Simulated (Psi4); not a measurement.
**UPBE/def2-SVPD run of CH5BN (SMILES B[N]C)**

What is the vertical doublet–quartet gap of CH5BN at UPBE/def2-SVPD? 

The calculation is run with Psi4 1.11.

**1. The molecule**

CH5BN: 8 atoms, total charge 0, spin state doublet. As SMILES, `B[N]C`. The coordinates come from a PBE0-D4/def2-TZVP relaxation.

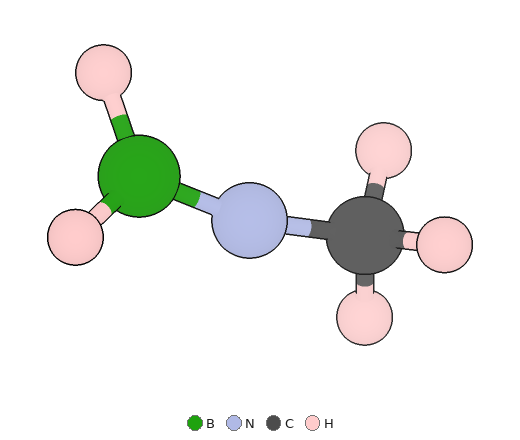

Viewed from a chosen angle; boron green, nitrogen light blue, carbon dark grey, hydrogen pink.

**2. Energy and gradient at UPBE/def2-SVPD**

ch5bn.py reads:

```python
import psi4

psi4.set_memory('2200 MB')
psi4.set_num_threads(1)
psi4.core.set_output_file('run.log', False)

geom = psi4.geometry("""
0 2
B
N 1 1.332179
C 2 1.38977 1 164.57208
H 1 1.20999 2 118.68565 3 0.2536
H 1 1.203456 4 120.25709 2 -179.9902
H 3 1.095557 2 112.16523 1 -118.63753
H 3 1.095506 6 109.23966 2 125.02563
H 3 1.101909 7 107.02394 6 -115.53757
symmetry c1
""")

psi4.set_options({
    'basis': 'def2-SVPD',
    'reference': 'uks',
    'puream': True,
    'e_convergence': 1e-09,
    'd_convergence': 1e-08,
    'scf_type': 'pk',
    'dft_radial_points': 99,
    'dft_spherical_points': 590,
    'maxiter': 100,
})

e, wfn = psi4.gradient('pbe', molecule=geom, return_wfn=True)
psi4.oeprop(wfn, 'WIBERG_LOWDIN_INDICES', 'MULLIKEN_CHARGES', 'DIPOLE')
print('gradient / Eh bohr^-1')
print(e.np.round(6))
print(f'energy = {wfn.energy():.10f} Eh')
for k, v in sorted(psi4.core.scalar_variables().items()):
    print(f'{k:45s} {v:18.10f}')
```

The run is started by

```
$ python ch5bn.py
```

run.log, shortened:

```text
[...]
  Running in c1 symmetry.
[...]
  Nuclear repulsion =   63.858630363550844
[...]
  Multiplicity = 2
[...]
  Nalpha       = 12
  Nbeta        = 11
[...]
    Number of basis functions: 100
[...]
   @UKS iter   1:  -120.11006771944869   -2.52572e-01   7.33577e-03 DIIS/ADIIS
[...]
   @UKS iter  14:  -120.41706053406645   -8.81073e-13   1.43378e-09 DIIS
[...]
   @S^2 Observed:                7.552153217E-01
[...]
    Orbital Energies [Eh]
    ---------------------
    Alpha Occupied:
       1A    -14.019268     2A     -9.948965     3A     -6.495784
       4A     -0.813566     5A     -0.619818     6A     -0.469885
       7A     -0.421749     8A     -0.411347     9A     -0.367227
      10A     -0.325919    11A     -0.247295    12A     -0.205797
    Alpha Virtual:
      13A     -0.020664    14A     -0.001304    15A      0.038027
      16A      0.068131    17A      0.071255    18A      0.083761
      19A      0.097748    20A      0.107493    21A      0.111022
      22A      0.123245    23A      0.140178    24A      0.160759
      25A      0.170758    26A      0.183081    27A      0.217639
[...]
  @UKS Final Energy:  -120.41706053406645
   => Energetics <=
    Nuclear Repulsion Energy =             63.8586303635508443
    One-Electron Energy =                -287.2977401095410528
    Two-Electron Energy =                 121.0306065198380168
    DFT Exchange-Correlation Energy =     -18.0085573079142662
    Empirical Dispersion Energy =           0.0000000000000000
    VV10 Nonlocal Energy =                  0.0000000000000000
    Total Energy =                       -120.4170605340664508
  UHF NO Occupations:
  HONO-2 :   10  A 1.9992801
  HONO-1 :   11  A 1.9989235
[...]
  -Total Gradient:
     Atom            X                  Y                   Z
    ------   -----------------  -----------------  -----------------
       1        0.000003876232    -0.000983155094    -0.005760236793
       2       -0.000034773712    -0.000876025452     0.000148276506
       3        0.000036693876    -0.002886458802     0.006894194590
       4        0.000032244685     0.006954175106     0.005540146389
       5       -0.000025881753    -0.006680481234     0.006033084817
       6        0.008387598403    -0.003010294247    -0.005491473184
       7       -0.008461475462    -0.002938845537    -0.005467973795
       8        0.000061709999     0.010419468971    -0.001893970450
[...]
 Multipole Moments:
 ------------------------------------------------------------------------------------
     Multipole            Electronic (a.u.)      Nuclear  (a.u.)        Total (a.u.)
 ------------------------------------------------------------------------------------
 L = 1.  Multiply by 2.5417464519 to convert [e a0] to [Debye]
 Dipole X            :          0.0008578           -0.0008773           -0.0000195
 Dipole Y            :          0.6989864           -0.9056601           -0.2066737
 Dipole Z            :         -1.4417174            2.2256113            0.7838939
 Magnitude           :                                                    0.8106809
[...]
  Mulliken Charges: (a.u.)
   Center  Symbol    Alpha    Beta     Spin     Total
       1     B     3.03706  3.10065 -0.06358 -1.13771
       2     N     3.89530  3.15133  0.74397 -0.04663
       3     C     2.62384  2.67940 -0.05555  0.69676
       4     H     0.39768  0.26325  0.13444  0.33907
       5     H     0.37235  0.26184  0.11051  0.36581
       6     H     0.54780  0.53084  0.01696 -0.07864
       7     H     0.54783  0.53106  0.01677 -0.07888
       8     H     0.57814  0.48165  0.09649 -0.05979
   Total alpha = 12.00000, Total beta = 11.00000, Total charge =  0.00000
[...]
```

On the terminal:

```text
gradient / Eh bohr^-1
[[ 4.0000e-06 -9.8300e-04 -5.7600e-03]
 [-3.5000e-05 -8.7600e-04  1.4800e-04]
 [ 3.7000e-05 -2.8860e-03  6.8940e-03]
 [ 3.2000e-05  6.9540e-03  5.5400e-03]
 [-2.6000e-05 -6.6800e-03  6.0330e-03]
 [ 8.3880e-03 -3.0100e-03 -5.4910e-03]
 [-8.4610e-03 -2.9390e-03 -5.4680e-03]
 [ 6.2000e-05  1.0419e-02 -1.8940e-03]]
energy = -120.4170605341 Eh
CURRENT ENERGY                                   -120.4170605341
CURRENT REFERENCE ENERGY                         -120.4170605341
DD SOLVATION ENERGY                                 0.0000000000
DFT FUNCTIONAL TOTAL ENERGY                      -120.4170605341
DFT TOTAL ENERGY                                 -120.4170605341
DFT VV10 ENERGY                                     0.0000000000
DFT XC ENERGY                                     -18.0085573079
GRID ELECTRONS ALPHA                               12.0000002033
GRID ELECTRONS BETA                                11.0000002517
GRID ELECTRONS TOTAL                               23.0000004549
NUCLEAR REPULSION ENERGY                           63.8586303636
ONE-ELECTRON ENERGY                              -287.2977401095
PCM POLARIZATION ENERGY                             0.0000000000
PE ENERGY                                           0.0000000000
SCF ITERATION ENERGY                             -120.4170605341
SCF ITERATIONS                                     14.0000000000
SCF TOTAL ENERGY                                 -120.4170605341
TWO-ELECTRON ENERGY                               121.0306065198
XC GRID RADIAL POINTS                              99.0000000000
XC GRID SPHERICAL POINTS                          590.0000000000
XC GRID TOTAL POINTS                           447751.0000000000
```

It took 53 s on 1 thread of Intel Xeon Platinum 8375C at 2.90GHz (Ice Lake), shared host; peak memory 1 GiB.

**3. The quartet, same level**

ch5bn.json reads:

```json
{
 "schema_name": "qcschema_input",
 "schema_version": 1,
 "molecule": {
  "schema_name": "qcschema_molecule",
  "schema_version": 2,
  "symbols": ["B", "N", "C", "H", "H", "H", "H", "H"],
  "geometry": [-0.7065686, 2.07132881, -1.82358571, 0.11054898, 0.52080852, -0.01644062, 0.64175099, -1.57962207, 1.46793925, -1.90446599, 1.19487383, -3.56288964, -0.27023084, 4.30177255, -1.7415716, -0.1821696, -1.42674322, 3.36106689, 2.67623014, -1.92411914, 1.63518002, -0.19086234, -3.26658058, 0.57523263],
  "molecular_charge": 0,
  "molecular_multiplicity": 4,
  "fix_symmetry": "c1"
 },
 "driver": "gradient",
 "model": {
  "method": "pbe",
  "basis": "def2-SVPD"
 },
 "keywords": {
  "reference": "uks",
  "puream": true,
  "e_convergence": 1e-09,
  "d_convergence": 1e-08,
  "scf_type": "pk",
  "dft_radial_points": 99,
  "dft_spherical_points": 590,
  "maxiter": 100,
  "scf_properties": ["WIBERG_LOWDIN_INDICES", "MAYER_INDICES", "QUADRUPOLE"]
 }
}
```

The run is started by

```
$ psi4 --qcschema ch5bn.json -n 1 --memory 2200MB
```

stdout, shortened:

```text
[...]
  Running in c1 symmetry.
[...]
  Nuclear repulsion =   63.858645296289922
[...]
  Multiplicity = 4
[...]
  Nalpha       = 13
  Nbeta        = 10
[...]
    Number of basis functions: 100
[...]
   @UKS iter   1:  -119.94848451648303   -9.09879e-02   6.45375e-03 DIIS/ADIIS
[...]
   @UKS iter  13:  -120.22380465243789   -1.24913e-11   4.72693e-09 DIIS
[...]
   @S^2 Observed:                3.757078406E+00
[...]
    Orbital Energies [Eh]
    ---------------------
    Alpha Occupied:
       1A    -14.087535     2A     -9.987008     3A     -6.475513
       4A     -0.875044     5A     -0.667689     6A     -0.512386
       7A     -0.468272     8A     -0.458889     9A     -0.366280
      10A     -0.341533    11A     -0.327171    12A     -0.229673
      13A     -0.056195
    Alpha Virtual:
      14A     -0.020830    15A      0.027546    16A      0.049776
      17A      0.055671    18A      0.059687    19A      0.083958
      20A      0.089676    21A      0.109037    22A      0.112700
      23A      0.125954    24A      0.142898    25A      0.158383
[...]
  @UKS Final Energy:  -120.22380465243789
   => Energetics <=
    Nuclear Repulsion Energy =             63.8586452962899216
    One-Electron Energy =                -286.4597993123251740
    Two-Electron Energy =                 120.3746990762360838
    DFT Exchange-Correlation Energy =     -17.9973497126387230
    Empirical Dispersion Energy =           0.0000000000000000
    VV10 Nonlocal Energy =                  0.0000000000000000
    Total Energy =                       -120.2238046524378916
  UHF NO Occupations:
  HONO-2 :   11  A 1.0000000
  HONO-1 :   12  A 1.0000000
[...]
  -Total Gradient:
     Atom            X                  Y                   Z
    ------   -----------------  -----------------  -----------------
       1        0.041170713753    -0.081156861205     0.092040672812
       2       -0.052997867551     0.103664124981    -0.118243722509
       3        0.017097616614    -0.016873400326     0.033010795535
       4        0.005695394540     0.000139113137     0.009427813318
       5        0.000372777522    -0.010139534012     0.003556123630
       6        0.003172819879    -0.004095027315    -0.017483894746
       7       -0.017649344509    -0.000460892683    -0.004963234913
       8        0.003138006611     0.008920246840     0.002656284650
[...]
```

The result, in JSON:

```text
{
 "driver": "gradient",
 "model": {
  "method": "pbe",
  "basis": "def2-SVPD"
 },
 "success": true,
 "return_result": [0.04117071375299672, -0.08115686120532922, 0.09204067281237638, -0.05299786755073499, 0.10366412498112479, -0.11824372250919882, 0.017097616614373423, -0.016873400325713606, 0.03301079553543823, 0.0056953945401788525, 0.00013911313666065128, 0.00942781331824083, 0.00037277752164632805, -0.010139534011959467, 0.003556123629936663, 0.003172819878958899, -0.00409502731496391, -0.01748389474635209, -0.017649344509358345, -0.0004608926828681484, -0.004963234912756534, 0.0031380066113844696, 0.008920246840009027, 0.00265628465015863],
 "properties": {
  "calcinfo_nbasis": 100,
  "calcinfo_nmo": 100,
  "calcinfo_nalpha": 13,
  "calcinfo_nbeta": 10,
  "calcinfo_natom": 8,
  "nuclear_repulsion_energy": 63.85864529628992,
  "return_energy": -120.22380465243789,
  "return_gradient": [0.04117071375299672, -0.08115686120532922, 0.09204067281237638, -0.05299786755073499, 0.10366412498112479, -0.11824372250919882, 0.017097616614373423, -0.016873400325713606, 0.03301079553543823, 0.0056953945401788525, 0.00013911313666065128, 0.00942781331824083, 0.00037277752164632805, -0.010139534011959467, 0.003556123629936663, 0.003172819878958899, -0.00409502731496391, -0.01748389474635209, -0.017649344509358345, -0.0004608926828681484, -0.004963234912756534, 0.0031380066113844696, 0.008920246840009027, 0.00265628465015863],
  "scf_one_electron_energy": -286.4597993123252,
  "scf_two_electron_energy": 120.37469907623608,
  "scf_xc_energy": -17.997349712638723,
  "scf_dipole_moment": [0.4903412283925067, -1.3480251997880737, 1.206146642101718],
  "scf_total_energy": -120.22380465243789,
  "scf_total_gradient": [0.04117071375299672, -0.08115686120532922, 0.09204067281237638, -0.05299786755073499, 0.10366412498112479, -0.11824372250919882, 0.017097616614373423, -0.016873400325713606, 0.03301079553543823, 0.0056953945401788525, 0.00013911313666065128, 0.00942781331824083, 0.00037277752164632805, -0.010139534011959467, 0.003556123629936663, 0.003172819878958899, -0.00409502731496391, -0.01748389474635209, -0.017649344509358345, -0.0004608926828681484, -0.004963234912756534, 0.0031380066113844696, 0.008920246840009027, 0.00265628465015863],
  "scf_iterations": 13
 }
}
```

Run time: 52 s. Hardware: 1 thread of Intel Xeon Platinum 8375C at 2.90GHz (Ice Lake), shared host; peak memory 1 GiB.

**4. What came out**

Level: UPBE/def2-SVPD.

```
                                        quantity          value
                           doublet: total energy  -120.41706 Eh
                          doublet: dipole moment         2.06 D
     doublet: HOMO energy (highest over α and β)       -5.60 eV
      doublet: LUMO energy (lowest over α and β)       -3.96 eV
                                   doublet: ⟨S²⟩          0.755
               doublet: largest force on an atom     0.545 eV/Å
                           quartet: total energy  -120.22380 Eh
                          quartet: dipole moment         4.76 D
     quartet: HOMO energy (highest over α and β)       -1.53 eV
                                   quartet: ⟨S²⟩          3.757
               quartet: largest force on an atom     8.533 eV/Å
vertical energy of the quartet above the doublet       5.259 eV
```

What this shows: At this shape the quartet lies 5.26 eV (121 kcal/mol) above the doublet. The largest force (doublet) is 0.54 eV/Å: the shape isn't a stationary point for this species at this level.
